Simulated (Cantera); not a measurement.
Input: 1 mol B2H6, a varied amount of O2, 69 mol H2, at 1973.15 K and 0.710 bar.

Method: chemical equilibrium by Gibbs-energy minimisation in Cantera with the NASA 1993 tables (ideal gas, pure condensed phases). Candidate condensed phases: B, B2O3, B3O3H3, H2O; 23 gas species. The feed counts by its element totals alone. The tables' values for BH2 are old estimates; treat these amounts as uncertain. Gases not in the tables: B2H6 and higher boranes. Equilibrium is a limit: real reactors are often held back by kinetics, nucleation or transport.

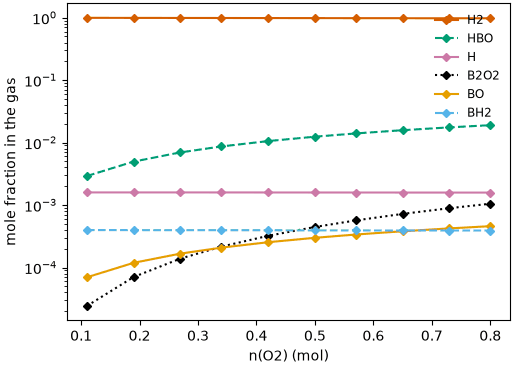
Equilibrium gas composition (values under 1e-9 drawn at 1e-9)

Read off the mole fractions at 0.27 mol O2.

H2 about 0.99, HBO about 0.0070, H about 0.0016, BH2 about 0.00040, BO about 0.00017, B2O2 about 0.00014.
